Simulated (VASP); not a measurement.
Band structure of MgZnO$_{2}$ (space group P3m1). These are LDA (Ceperley-Alder, Perdew-Zunger), VASP's LDA PAW potentials (set 64) (plane waves; VASP) values and carry that method's errors.

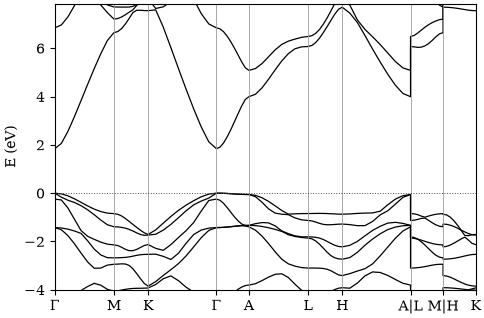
Figure: Bands along high-symmetry lines, zero at the valence-band maximum or, without a gap, the Fermi level

Problem. Read the plot: is there a gap, and where are the band edges?

Solution. The gap is direct, 1.84 eV, from the valence maximum at Γ to the conduction minimum at Γ. (Edges off the drawn lines would not show.)

The structure comes from a computed database's MgZnO2 entry (P3m1); how it stands against other phases isn't given here. It was relaxed first, which changed the volume by -8 %.
